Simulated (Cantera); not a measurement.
A closed system holds: 1 mol AlCl3, 0.63 mol N2O, 170 mol N2, 1.5 mol H2O, held at 3.75 Torr.

These are equilibrium values from Cantera (NASA tables, ideal gas, pure condensed phases), not measurements of a reactor. Candidate condensed phases: Al, AlCl3, AlN, Al2O3, H2O, NH4Cl; 45 gas species. Condensed phases not in the tables: AlOCl. The numbers say what is thermodynamically allowed, not how fast it happens.

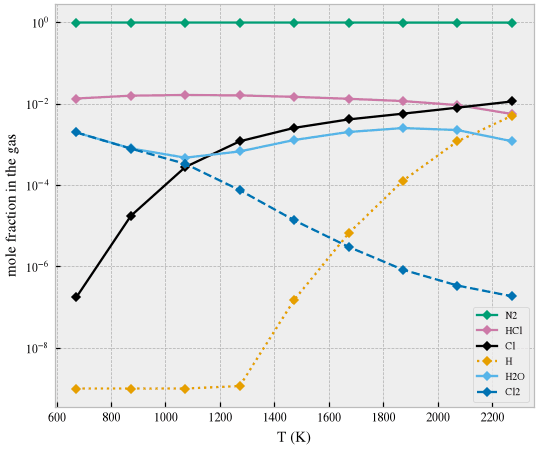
Figure. Equilibrium gas composition (values under 1e-9 drawn at 1e-9)

From 673 K to 2273 K the condensed part is Al2O3(s).
